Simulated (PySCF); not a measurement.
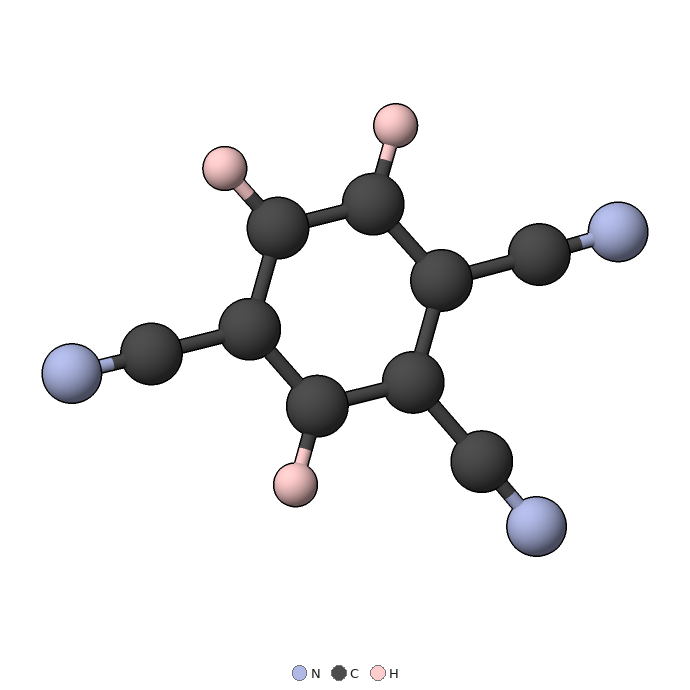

The picture shows a molecular structure as a ball-and-stick model. Every bond is drawn as one stick, whatever its order.

Computed geometry: PBE0-D3(BJ)/def2-SVP optimisation. No frequency run is at hand to confirm it as a minimum.

Give the formula.

Answer. C₉H₃N₃, 15 atoms: 9 carbon, 3 hydrogen and 3 nitrogen.

What is its SMILES?

Answer. N#Cc1ccc(C#N)c(C#N)c1

Does it have rings?

Answer. Independent rings (smallest set): 1 of 6 members, 1 of them aromatic.

Name some functional groups or characteristic bonds that it holds.

Answer. Among them: nitrile.

The parts below concern this one geometry. Atoms keep their numbers from picture to picture.

Symmetry

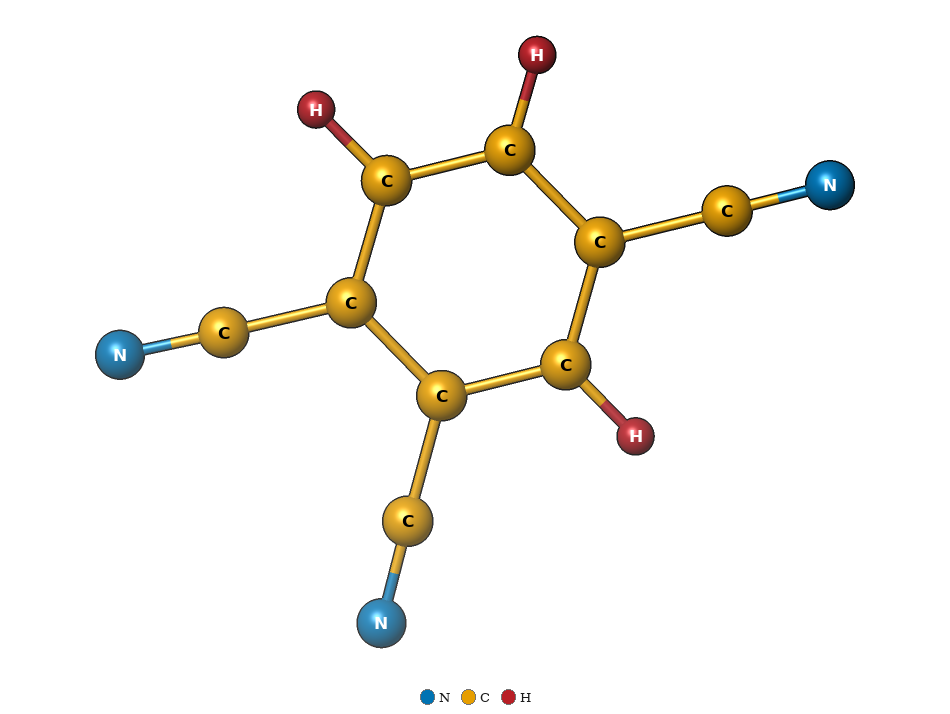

All atoms lie in one plane, which faces the viewer. No frequency run is at hand to confirm it as a minimum.

Which symmetry elements does this geometry have?

Answer. It has 1 mirror plane, so the point group is Cs. The group has 2 operations. The geometry is achiral, and symmetry allows a dipole moment.

Ring current

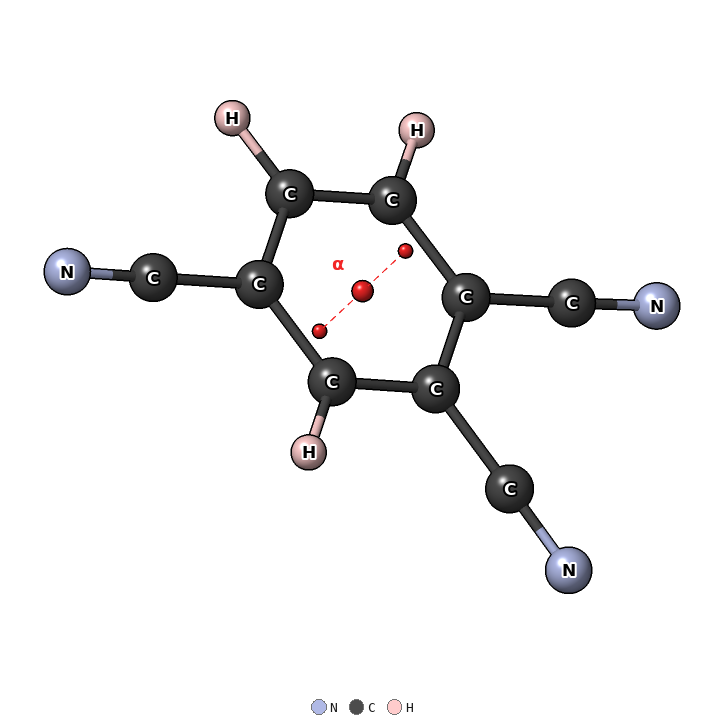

The small points mark where nucleus-independent chemical shifts (NICS) were computed: at the centre of each lettered ring and 1 Å above and below it. No frequency run is at hand to confirm it as a minimum. Properties computed with GIAO PBE0/pcSseg-1 NMR shielding, non-relativistic, IEF-PCM benzene (PySCF 2.14.0).

Give NICS(0), NICS(1) and the out-of-plane component NICS(1)zz for each ring (means of the two sides).

| ring | members | NICS(0) | NICS(1) | NICS(1)zz |
| --- | --- | --- | --- | --- |
| α | C6 | −9.5 | −11.1 | −25.6 |

Values in ppm.

What do the values say about the ring currents?

Answer. Ring α: diatropic, as in an aromatic ring. NICS is one index among several.

Quadrupole coupling

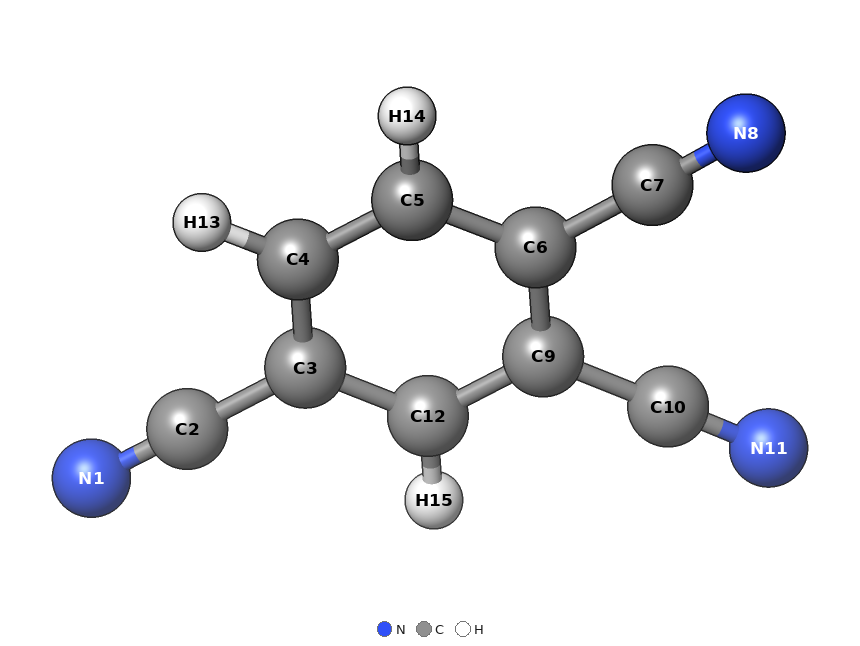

No frequency run is at hand to confirm it as a minimum. Electric field gradients from the ground-state density, PBE0/pcSseg-1 in acetonitrile (IEF-PCM) (PySCF 2.14.0), non-relativistic apart from any core potentials.

Give the largest field-gradient component, the quadrupole coupling constant and the asymmetry for 14N at N1 (Q = 20.44 mb), 14N at N8 (Q = 20.44 mb), 14N at N11 (Q = 20.44 mb).

| atom | V_zz (a.u.) | e²qQ/h (MHz) | η |
| --- | --- | --- | --- |
| N1 | −0.896 | −4.30 | 0.06 |
| N8 | −0.910 | −4.37 | 0.06 |
| N11 | −0.905 | −4.35 | 0.10 |

NMR shielding

The questions are on isotropic NMR shieldings of the C atoms. No frequency run is at hand to confirm it as a minimum. Properties computed with GIAO PBE0/pcSseg-1 NMR shielding, non-relativistic, IEF-PCM benzene (PySCF 2.14.0).

Which C atom is the most shielded (lowest chemical shift)?

Answer. C3 (63.1 ppm).

Which C atom is the least shielded (highest chemical shift)?

Answer. C12 (38.4 ppm).

How wide is the range of C shifts?

Answer. 24.7 ppm.

List the isotropic NMR shieldings of the C atoms.

```csv
atom,σ (ppm)
C2,61.1
C3,63.1
C4,40.7
C5,42.8
C6,60.0
C7,62.6
C9,62.6
C10,63.0
C12,38.4
```

Polarisability

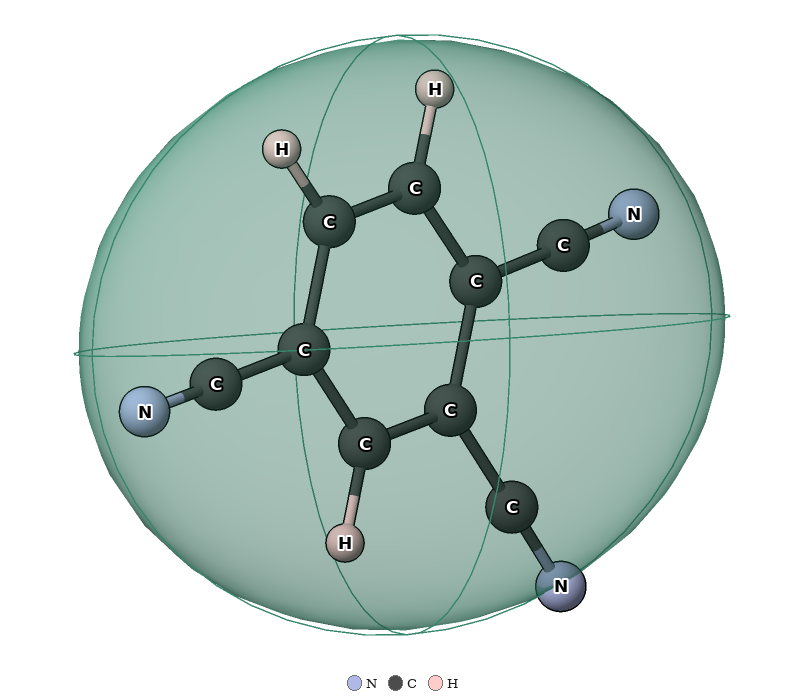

The ellipsoid shows the static dipole polarisability: its half-axes are proportional to the principal values. No frequency run is at hand to confirm it as a minimum. Computed with B3LYP/def2-SVPD in benzene (IEF-PCM) (PySCF 2.14.0).

How large and how anisotropic is the polarisability?

Answer. Principal values 68.8, 142.3, 219.8 bohr³; mean 143.6 bohr³ (21.29 Å³); anisotropy 130.8 bohr³, so the longest axis is 3.19 times the shortest.
